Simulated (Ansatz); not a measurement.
HF: geometry relaxation

System: HF.
Method: RKS PBE0-D4/def2-TZVP (Ansatz 0.2.0).

Figures and captions count atoms from 1; the log counts them from 0 in places.

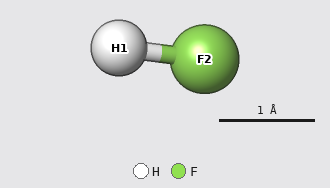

Figure 1. The input geometry (ball-and-stick view, seen at an oblique angle; atoms are numbered from 1 in the order of the input).

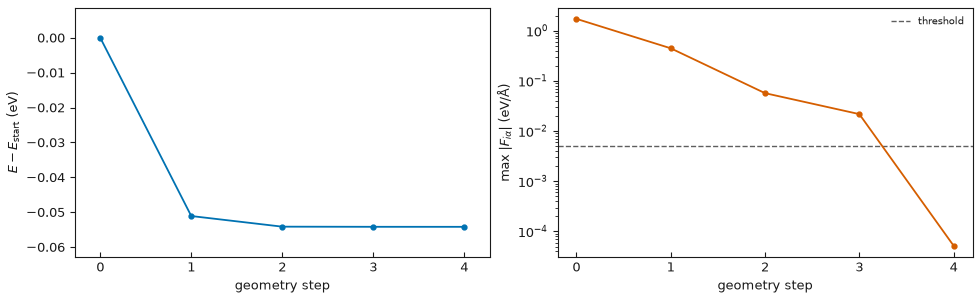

Figure 2. Progress of the relaxation, step by step (the first geometry is step 0 here and step 1 in the log).

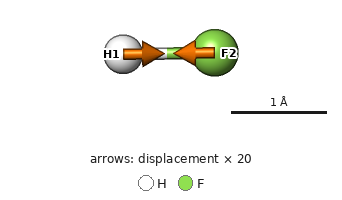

Figure 3. The starting structure with the displacements as orange arrows, magnified 20 times (ball-and-stick view, seen at a tilt). The two geometries are laid on each other by the best rigid fit. After 4 geometry steps the energy has fallen by 0.054 eV. The largest force component goes from 1.7 to under 0.0001 eV/Å. The largest moves after the best rigid fit, 0.022 Å, are those of H1 and F2. Largest moves by element: H 0.022 Å, F 0.022 Å. Among the contacts that change: H1–F2 0.965 → 0.920 Å. (Atoms are counted from 1 in the order of the input.)

The input that produced these results follows, with the program's output.

The input:
```yaml
crystal:
  periodic: [false, false, false]
  atoms:
    - {symbol: H, position_ang: [1.399764, 1.625013, -1.620512]}
    - {symbol: F, position_ang: [0.831978, 2.344488, -1.921223]}
basis:
  gaussian: {orbitals: def2-TZVP}
hamiltonian: {xc: pbe0, dispersion: d4}
relax: {f_tol: 0.005, max_steps: 200}
```

Launched with:
```bash
ansatz run in.yaml --threads 4 --pin off --events-out ev --progress --plain --max-ram 9574MiB
```

Log:
```
Functional definition: PBE0
  name "PBE0"
  cite "Adamo & Barone, J. Chem. Phys. 110, 6158 (1999) doi:10.1063/1.478522"
  cite "Perdew, Burke & Ernzerhof, Phys. Rev. Lett. 77, 3865 (1996) doi:10.1103/PhysRevLett.77.3865"
  parent pbe
  parameter a = 0.25
  parameter kappa = 0.804
  parameter beta = 0.06672455060314922
  exchange = (1 - a)*pbe_x(kappa = kappa, mu = beta*pi^2/3) + a*exact_x
  correlation = pbe_c(beta = beta)
200 factors; their error is unknown
mean field evaluation 1: about -2730.3548 eV, gradient 3.1e1 eV
mean field evaluation 2: about -2728.9059 eV, gradient 4.7e1 eV
mean field evaluation 4: about -2731.7349 eV, gradient 1.5e-1 eV
mean field evaluation 8: about -2731.7475 eV, gradient 1.4e-3 eV
mean field -2731.74748960 eV, -100.3898685979 hartree, gradient 7.4e-6 eV, S^2 0.000000; 0 other end points of the search recorded, 0 dependent functions left out
the calculation of the forces begins
reference -2731.74749863 eV, -100.3898689299 hartree; 5, 5 occupied and 32, 32 virtual orbitals, 200 factors
relax step   1: F+E_penalty+E_count = -2731.74901747 eV  Δ(F+E_penalty+E_count) = +0.000e0 eV  max|allowed force component| = 1.721e0 eV/Å  Δτ_max = 0.0000 Å  (21 SCF iters, accepted)
these checks for a lower state are left out or cut short: starts, cluster_reference, orbital_swaps, neighbouring_geometries, increment
200 factors; their error is unknown
mean field evaluation 16: about -2731.7986 eV, gradient 1.9e-1 eV
mean field -2731.79860146 eV, -100.3917469240 hartree, gradient 2.5e-5 eV, S^2 0.000000; 0 other end points of the search recorded, 0 dependent functions left out
the calculation of the forces begins
reference -2731.79861004 eV, -100.3917472395 hartree; 5, 5 occupied and 32, 32 virtual orbitals, 200 factors
relax step   2: F+E_penalty+E_count = -2731.80011810 eV  Δ(F+E_penalty+E_count) = -5.110e-2 eV  max|allowed force component| = 4.461e-1 eV/Å  Δτ_max = 0.0172 Å  (24 SCF iters, accepted)
these checks for a lower state are left out or cut short: starts, cluster_reference, orbital_swaps, neighbouring_geometries, increment
200 factors; their error is unknown
mean field -2731.80165264 eV, -100.3918590530 hartree, gradient 2.5e-5 eV, S^2 0.000000; 0 other end points of the search recorded, 0 dependent functions left out
the calculation of the forces begins
reference -2731.80166106 eV, -100.3918593624 hartree; 5, 5 occupied and 32, 32 virtual orbitals, 200 factors
relax step   3: F+E_penalty+E_count = -2731.80316553 eV  Δ(F+E_penalty+E_count) = -3.047e-3 eV  max|allowed force component| = 5.695e-2 eV/Å  Δτ_max = 0.0057 Å  (25 SCF iters, accepted)
these checks for a lower state are left out or cut short: starts, cluster_reference, orbital_swaps, neighbouring_geometries, increment
200 factors; their error is unknown
mean field evaluation 32: about -2731.8017 eV, gradient 1.9e-1 eV
mean field -2731.80169278 eV, -100.3918605278 hartree, gradient 2.5e-5 eV, S^2 0.000000; 0 other end points of the search recorded, 0 dependent functions left out
the calculation of the forces begins
reference -2731.80170122 eV, -100.3918608381 hartree; 5, 5 occupied and 32, 32 virtual orbitals, 200 factors
relax step   4: F+E_penalty+E_count = -2731.80320623 eV  Δ(F+E_penalty+E_count) = -4.070e-5 eV  max|allowed force component| = 2.177e-2 eV/Å  Δτ_max = 0.0009 Å  (25 SCF iters, accepted)
these checks for a lower state are left out or cut short: starts, cluster_reference, orbital_swaps, neighbouring_geometries, increment
200 factors; their error is unknown
mean field -2731.80169997 eV, -100.3918607921 hartree, gradient 2.5e-5 eV, S^2 0.000000; 0 other end points of the search recorded, 0 dependent functions left out
the calculation of the forces begins
reference -2731.80170840 eV, -100.3918611022 hartree; 5, 5 occupied and 32, 32 virtual orbitals, 200 factors
relax step   5: F+E_penalty+E_count = -2731.80321326 eV  Δ(F+E_penalty+E_count) = -7.034e-6 eV  max|allowed force component| = 5.194e-5 eV/Å  Δτ_max = 0.0002 Å  (25 SCF iters, accepted)
200 factors; their error is unknown
mean field evaluation 64: about -2731.8017 eV, gradient 6.9e-6 eV
mean field -2731.80169997 eV, -100.3918607921 hartree, gradient 2.5e-5 eV, S^2 0.000000; 1 other end points of the search recorded, 0 dependent functions left out
the calculation of the forces begins
reference -2731.80170840 eV, -100.3918611022 hartree; 5, 5 occupied and 32, 32 virtual orbitals, 200 factors
Total energy: -2731.80322170 eV, -100.3919167147 hartree
Atom 0 at     1.386654     1.641626    -1.627455 Å, force    -0.000041     0.000052    -0.000022 eV/Å
Atom 1 at     0.845088     2.327875    -1.914280 Å, force     0.000041    -0.000052     0.000022 eV/Å
Dipole moment:     0.235935    -0.298967     0.124956 e Å
```

Trajectory as extended XYZ (Å, eV, eV/Å), 5 frames, from step=1 to step=5:
```
2
Properties=species:S:1:pos:R:3:forces:R:3 step=1 energy=-2731.74902
H     1.3998    1.6250   -1.6205   -1.3581   1.7209  -0.7193
F     0.8320    2.3445   -1.9212    1.3581  -1.7209   0.7193
2
Properties=species:S:1:pos:R:3:forces:R:3 step=2 energy=-2731.80012
H     1.3897    1.6378   -1.6259   -0.3521   0.4461  -0.1865
F     0.8421    2.3317   -1.9159    0.3521  -0.4461   0.1865
2
Properties=species:S:1:pos:R:3:forces:R:3 step=3 energy=-2731.80317
H     1.3863    1.6421   -1.6277    0.0449  -0.0570   0.0238
F     0.8455    2.3274   -1.9141   -0.0449   0.0570  -0.0238
2
Properties=species:S:1:pos:R:3:forces:R:3 step=4 energy=-2731.80321
H     1.3868    1.6414   -1.6274   -0.0172   0.0218  -0.0091
F     0.8449    2.3281   -1.9144    0.0172  -0.0218   0.0091
2
Properties=species:S:1:pos:R:3:forces:R:3 step=5 energy=-2731.80321
H     1.3867    1.6416   -1.6275    0.0000   0.0001   0.0000
F     0.8451    2.3279   -1.9143    0.0000  -0.0001   0.0000
```

Summary:

| quantity | value |
| --- | --- |
| outcome | converged |
| total energy | −2731.8032 eV |
| mean-field energy | −2731.8017 eV |
| dispersion energy | −0.0015 eV |
| SCF solution under orbital rotations | stable |
| largest force (length of the vector) at the end | under 0.001 eV/Å |
| dipole moment | 1.93 D |
| hardware | 4 threads of Arm Neoverse V1, 23 GiB of memory available, shared host |
| wall time | 0.65 s (CPU time 1.6 s) |
| peak memory | 0.49 GiB |
